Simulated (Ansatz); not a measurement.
# BH2 (boron dihydride) at UCAM-B3LYP/def2-TZVPPD

Aim: the electronic atomisation energy of BH2 (boron dihydride) at UCAM-B3LYP/def2-TZVPPD, from 3 runs. 

The results are computed with Ansatz 0.2.0.

30 further runs of the same task are left out: 30 set aside as unsound or not needed.

## (1) Starting point

BH2: 3 atoms, total charge 0, spin state doublet. SMILES: `[BH2]`. The shape is that of a PBE0-D4/def2-TZVP optimisation.

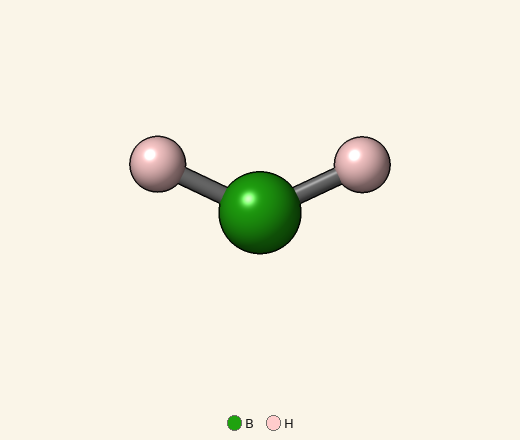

The structure, seen from a chosen angle (boron green, hydrogen pink).

## (2) The energy at UCAM-B3LYP/def2-TZVPPD

The input, input.yaml:

```yaml
crystal:
  periodic: [false, false, false]
  atoms:
    - {symbol: B, position_ang: [0.265070, -0.167660, 0.129730]}
    - {symbol: H, position_ang: [0.292070, 1.014920, 0.270850]}
    - {symbol: H, position_ang: [-0.557150, -0.847260, -0.400590]}
basis:
  gaussian:
    orbitals: def2-TZVPPD.json
magnetization:
  spin_polarized: true
  initial_magnetization: 1
hamiltonian:
  xc: {name: CAM-B3LYP}
accuracy: high
output:
  orbitals: {seedname: orbitals}
```

The basis set def2-TZVPPD is read from a file made from the Basis Set Exchange's data (not shown).

Run with:

```
$ ansatz run input.yaml --threads 1 --pin off --max-ram 3480MiB --events-out events.jsonl --progress --plain --runs-dir runs
```

Log:

```text
Warning: RAYON_NUM_THREADS=1 ignored (pool sized by the plan → 1); use --threads N
Functional definition: CAM-B3LYP
  name "CAM-B3LYP"
  parameter alpha = 0.19
  parameter beta = 0.46
  parameter omega = 0.33/bohr
  parameter ac = 0.81
  exchange = (1 - alpha - beta)*b88_x + beta*b88_x_sr(omega) + alpha*exact_x + beta*exact_x_lr(omega)
  correlation = (1 - ac)*vwn5_c + ac*lyp_c
1016 factors; integrals over basis functions are off by at most 2.8e-9 eV
273 factors; integrals over basis functions are off by at most 1.9e-9 eV
mean field evaluation 1: about -704.9384 eV, gradient 6.2e0 eV
mean field evaluation 2: about -705.2088 eV, gradient 1.7e0 eV
mean field evaluation 4: about -705.2339 eV, gradient 5.2e-1 eV
mean field evaluation 8: about -705.2378 eV, gradient 3.4e-2 eV
mean field evaluation 16: about -705.2378 eV, gradient 1.4e-6 eV
mean field -705.23780732 eV, -25.9170113915 hartree, gradient 3.0e-8 eV, S^2 0.751497; 1 other end points of the search recorded, 0 dependent functions left out
reference -705.23782163 eV, -25.9170119175 hartree; 4, 3 occupied and 67, 68 virtual orbitals, 1016 factors
Total energy: -705.23782163 eV, -25.9170119175 hartree
```

Run time: 2.7 s. Hardware: 1 thread of Arm Neoverse V1, shared host; peak memory 0.15 GiB.

## (3) The B atom, same level

The input, job.yaml:

```yaml
crystal:
  periodic: [false, false, false]
  atoms:
    - {symbol: B, position_ang: [0.000000, 0.000000, 0.000000]}
basis:
  gaussian: {orbitals: def2-TZVPPD.json}
total_charge: 0
magnetization: {spin_polarized: true, initial_magnetization: 1}
hamiltonian: {xc: {name: CAM-B3LYP}}
accuracy: high
```

The basis set def2-TZVPPD is read from a file made from the Basis Set Exchange's data (not shown).

Run with:

```
$ ansatz run job.yaml --threads 1 --pin off --max-ram 3480MiB --events-out events.jsonl --progress --plain --runs-dir runs
```

Log (excerpt; [...] marks lines left out):

```text
Warning: RAYON_NUM_THREADS=1 ignored (pool sized by the plan → 1); use --threads N
[... 8 set-up lines as earlier in the session ...]
368 factors; integrals over basis functions are off by at most 2.4e-9 eV
185 factors; integrals over basis functions are off by at most 1.2e-9 eV
mean field evaluation 1: about -670.4218 eV, gradient 2.7e0 eV
mean field evaluation 2: about -670.5002 eV, gradient 7.3e-1 eV
mean field evaluation 4: about -670.5083 eV, gradient 1.4e-1 eV
mean field evaluation 8: about -670.5086 eV, gradient 3.4e-4 eV
mean field evaluation 16: about -670.5086 eV, gradient 1.9e-8 eV
mean field -670.50857921 eV, -24.6407357990 hartree, gradient 1.9e-8 eV, S^2 0.753757; 0 other end points of the search recorded, 0 dependent functions left out
reference -670.50859009 eV, -24.6407361986 hartree; 3, 2 occupied and 34, 35 virtual orbitals, 368 factors
Total energy: -670.50859009 eV, -24.6407361986 hartree
```

Wall time 0.87 s (1 thread of Arm Neoverse V1, shared host).

## (4) The H atom, same level

The input, run.yaml:

```yaml
crystal:
  periodic: [false, false, false]
  atoms:
    - {symbol: H, position_ang: [0.000000, 0.000000, 0.000000]}
basis:
  gaussian:
    orbitals: def2-TZVPPD.json
magnetization:
  spin_polarized: true
  initial_magnetization: 1
hamiltonian:
  xc: {name: CAM-B3LYP}
accuracy: high
```

The basis set def2-TZVPPD is read from a file made from the Basis Set Exchange's data (not shown).

Run with:

```
$ ansatz run run.yaml --threads 1 --pin off --max-ram 3480MiB --events-out events.jsonl --progress --plain --runs-dir runs
```

Log (excerpt; [...] marks lines left out):

```text
Warning: RAYON_NUM_THREADS=1 ignored (pool sized by the plan → 1); use --threads N
[... 8 set-up lines as earlier in the session ...]
117 factors; integrals over basis functions are off by at most 2.6e-9 eV
61 factors; integrals over basis functions are off by at most 2.6e-9 eV
mean field evaluation 1: about -13.5650 eV, gradient 7.4e-1 eV
mean field evaluation 2: about -13.5650 eV, gradient 7.4e-1 eV
mean field evaluation 4: about -13.5733 eV, gradient 6.6e-3 eV
mean field evaluation 8: about -13.5733 eV, gradient 7.9e-8 eV
mean field -13.57332536 eV, -0.4988105065 hartree, gradient 7.4e-8 eV, S^2 0.750000; 0 other end points of the search recorded, 0 dependent functions left out
reference -13.57333610 eV, -0.4988109014 hartree; 1, 0 occupied and 16, 17 virtual orbitals, 117 factors
Total energy: -13.57333610 eV, -0.4988109014 hartree
```

Wall time 0.24 s (1 thread of Arm Neoverse V1, shared host).

## (5) Summary of results

Level: UCAM-B3LYP/def2-TZVPPD.

```
                                    quantity         value
                      molecule: total energy  -25.91701 Eh
molecule: HOMO energy (highest over α and β)      -7.49 eV
 molecule: LUMO energy (lowest over α and β)      -1.12 eV
                              molecule: ⟨S²⟩         0.751
                        B atom: total energy  -24.64074 Eh
                                B atom: ⟨S²⟩         0.754
                        H atom: total energy   -0.49881 Eh
                                H atom: ⟨S²⟩         0.750
               electronic atomisation energy      7.583 eV
```

In words: Taking the molecule apart into free atoms costs 7.58 eV (175 kcal/mol), before zero-point energy and without spin-orbit coupling.
